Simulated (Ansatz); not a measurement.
## Electronic structure of C$_{2}$H$_{4}$N (SMILES CC#[NH+]) (charge +1) in real space

The calculation's input:

```
crystal:
  periodic: [false, false, false]
  atoms:
    - {symbol: C, position_ang: [-1.753341, -1.954744, -1.611745]}
    - {symbol: C, position_ang: [-0.328763, -2.065717, -1.492914]}
    - {symbol: N, position_ang: [0.801954, -2.153781, -1.398589]}
    - {symbol: H, position_ang: [-2.200166, -2.945237, -1.488589]}
    - {symbol: H, position_ang: [-2.124886, -1.279997, -0.835490]}
    - {symbol: H, position_ang: [-1.999224, -1.556069, -2.599924]}
    - {symbol: H, position_ang: [1.804958, -2.231917, -1.314891]}
basis:
  gaussian: {orbitals: def2-TZVPD}
total_charge: 1
magnetization: {spin_polarized: false, initial_magnetization: 0}
hamiltonian: {xc: {name: PBE0}}
output: {forces: true, orbitals: {seedname: orbitals}}
```

Run with:

```sh
ansatz run input.yaml --threads 2 --pin off --max-ram 4350MiB --events-out events.jsonl --progress --plain --runs-dir runs
```

Geometry: B3LYP-D4/def2-TZVP.

The calculation used Ansatz, isolated molecule in a Gaussian basis; Kohn-Sham density functional theory, functional PBE0.

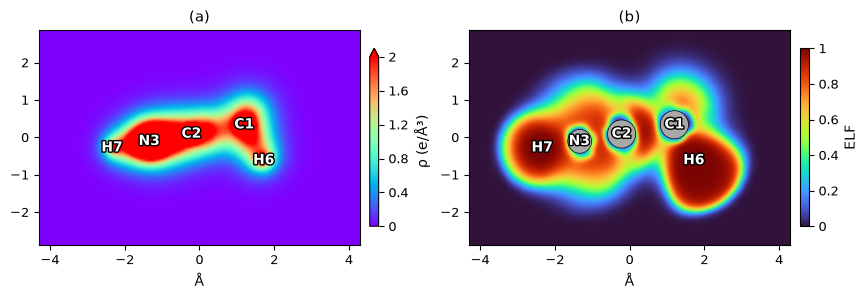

Figure 1. (a) total electron density; (b) ELF on the plane of atoms C2, C1 and H6. Grey discs cover the atomic cores in the ELF map.

**What do the fields say about this system?**

The section cuts through C, N and H sites. C–N (1.14 Å): ρ at the midpoint is about 3.7 e/Å³; the ELF peaks at about 0.85 between the atoms (a multiple bond). C–C (1.43 Å): the density is about 1.9 e/Å³ at the midpoint; the ELF peaks at about 0.95 between the atoms (a covalent bond). N–H (1.01 Å): ρ at the midpoint is about 3 e/Å³; the ELF climbs to about 1 towards the hydrogen, as it does in any bond to H: an ordinary covalent bond to hydrogen. C–H (1.09 Å): ρ is about 2 e/Å³ halfway; the ELF climbs to about 1 towards the hydrogen; a covalent bond by its length.

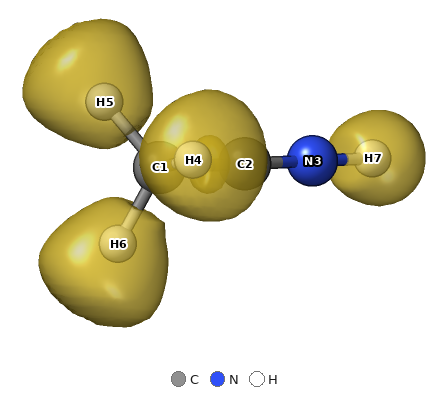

Figure 2. Isosurface of the electron localisation function at 0.9 (yellow), seen at an oblique angle. Only the valence region is drawn (cores and ρ < 0.01 e/Å³ removed).

**Where are the electrons localised?**

The ELF exceeds this value in one region between bonded C–C atoms (shared pairs) and four regions around hydrogen nuclei.

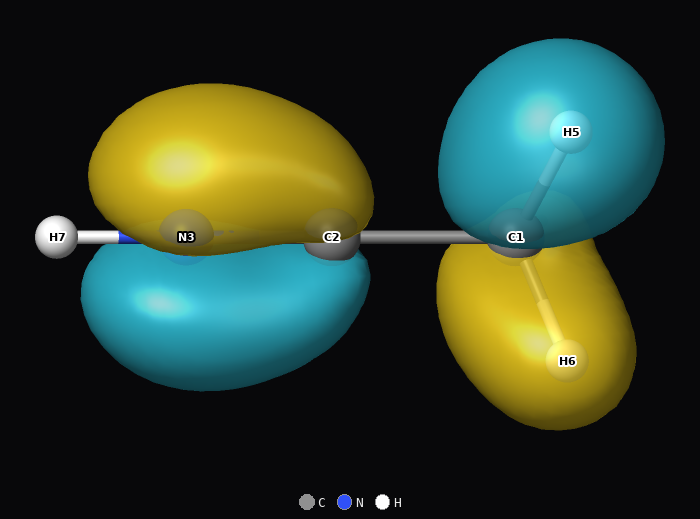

Figure 3. The HOMO at ±0.15 Å⁻³ᐟ² (yellow and cyan are the two phases), seen at a tilt.

**Describe this orbital and give its energy.**

It lies mainly on N3 (about 35 %), C1 (about 25 %), C2 (about 15 %), H5 (about 10 %) and H6 (about 10 %). It is one of a degenerate set, so its orientation is arbitrary. Its energy is −17.32 eV.
